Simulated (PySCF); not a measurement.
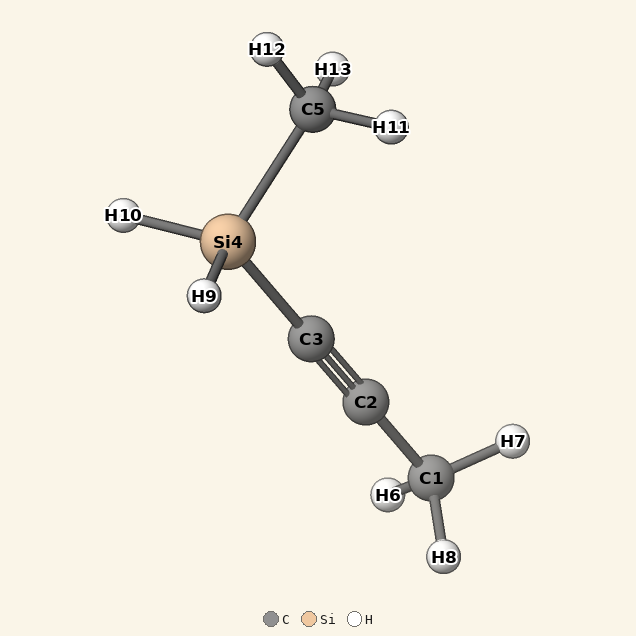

The computed structure is the end point of a GFN2-xTB optimisation. No frequency run is at hand to confirm it as a minimum. Method: delta-SCF UKS SCAN, pcX-2 on the ionised atom, pcseg-1 elsewhere, spin-free X2C (PySCF 2.14.0).

Give the core-electron binding energies (to vacuum; p and d levels without spin–orbit splitting) of C1 1s, C2 1s, C3 1s, Si4 1s, Si4 2p, C5 1s.

| atom | level | binding energy (eV) |
| --- | --- | --- |
| C1 | 1s | 291.6 |
| C2 | 1s | 290.1 |
| C3 | 1s | 289.4 |
| Si4 | 1s | 1846.4 |
| Si4 | 2p | 106.8 |
| C5 | 1s | 290.0 |

The geometry is semi-empirical. Around Si such bond lengths and angles can be off by a tenth of an ångström or more and by several degrees, and values that hang on the shape move with them.
